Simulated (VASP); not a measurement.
Band structure of TiS (space group P-6m2). Computed with PBEsol GGA, VASP's PBE PAW potentials (set 64) (plane waves; VASP).

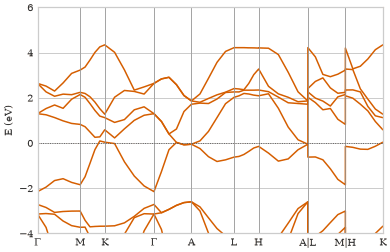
Figure. Bands along high-symmetry lines, zero at the valence-band maximum or, without a gap, the Fermi level

Question: Read the plot: is there a gap, and where are the band edges?

Answer: It has no gap at this level: it comes out as a metal or semimetal.

The structure comes from a computed database's TiS entry (P-6m2); how it stands against other phases isn't given here. The cell was not relaxed at this level.
